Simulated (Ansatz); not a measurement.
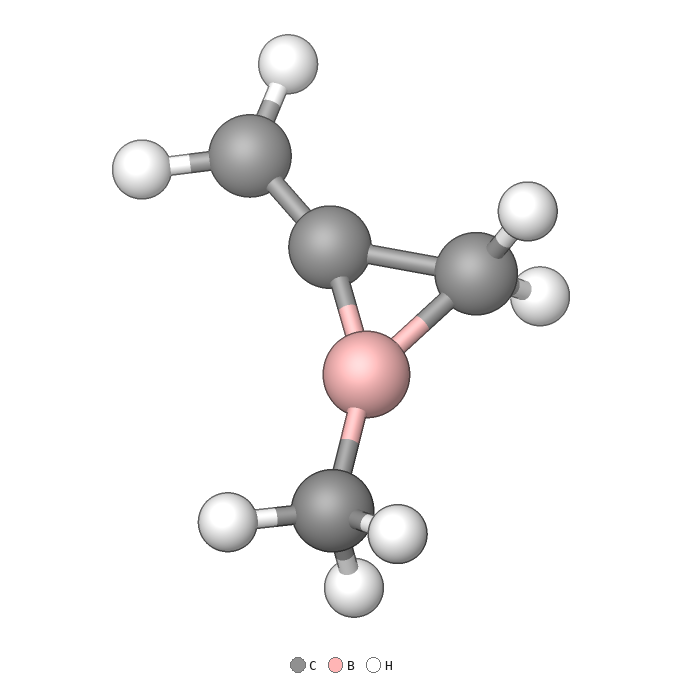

A ball-and-stick model of a molecule. Every bond is drawn as one stick, whatever its order.

The computed structure is the end point of a PBE0-D4/def2-TZVP optimisation.

Count the atoms of each element.

C4H7B, 12 atoms: 4 carbon, 7 hydrogen and 1 boron.

Name some functional groups or characteristic bonds that it holds.

Among them: alkene.

More results for the same structure follow; atom numbers are the same in all pictures, views and colours differ.

**Electronic properties**

Level of theory: RKS PBE-D4/def2-TZVPP (Ansatz 0.2.0).

What does the calculation give?

- dipole moment: 0.33 D
- HOMO energy (Kohn–Sham orbital): −5.92 eV
- LUMO energy (Kohn–Sham orbital): −2.68 eV
- HOMO–LUMO gap: 3.24 eV
- dispersion correction: −19.8 kJ/mol

**Charges**

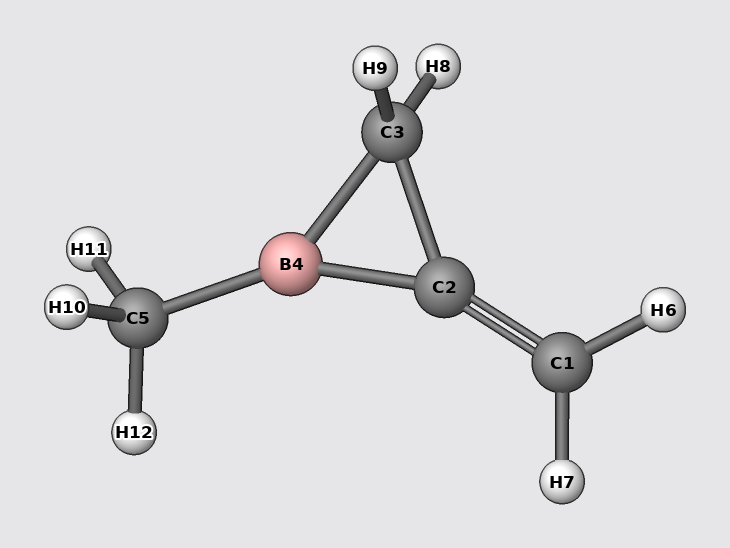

The questions are on Mulliken charges. Method: RKS r2SCAN-D4/def2-TZVPP (Ansatz 0.2.0).

List the Mulliken charges.

```tsv
atom	value (e)
C1	−0.18
C2	−0.01
C3	−0.19
B4	0.08
C5	−0.21
H6	0.08
H7	0.09
H8	0.07
H9	0.07
H10	0.06
H11	0.07
H12	0.07
```

**Vibrations**

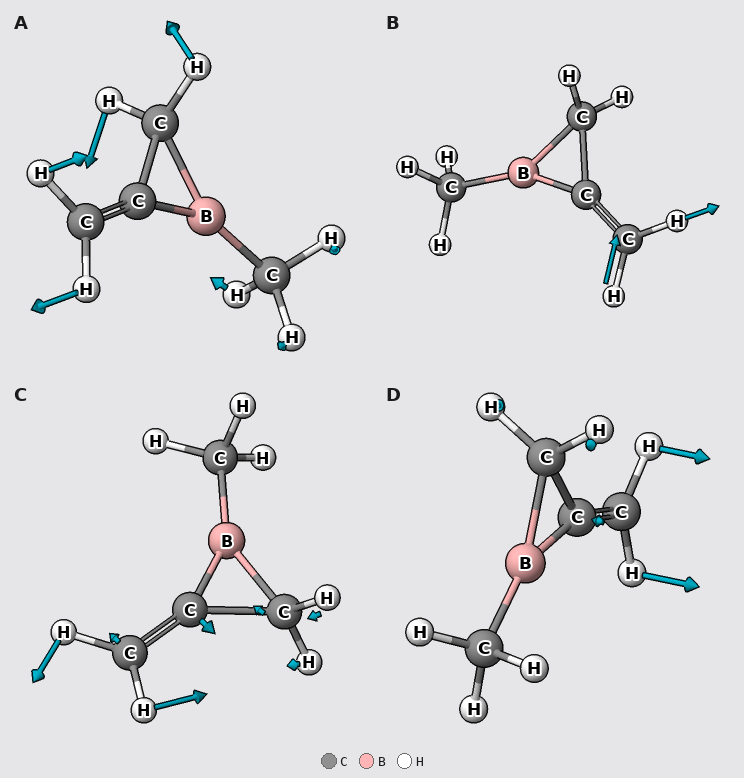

4 normal modes of one molecule or complex, as arrows. Harmonic vibrations computed with RKS PBE0-D4/def2-TZVP (Ansatz 0.2.0) at a stationary point of the same level.

Match the panels to the wavenumbers 488 cm⁻¹, 982 cm⁻¹, 1149 cm⁻¹, 3202 cm⁻¹.

A: 488 cm⁻¹, angle bending
B: 3202 cm⁻¹, out-of-phase stretching of 2 C–H bonds
C: 1149 cm⁻¹
D: 982 cm⁻¹, a torsion or out-of-plane motion in which bond lengths and bond angles hardly change

Mulliken values depend strongly on the basis set and can even reverse the polarity of a bond.
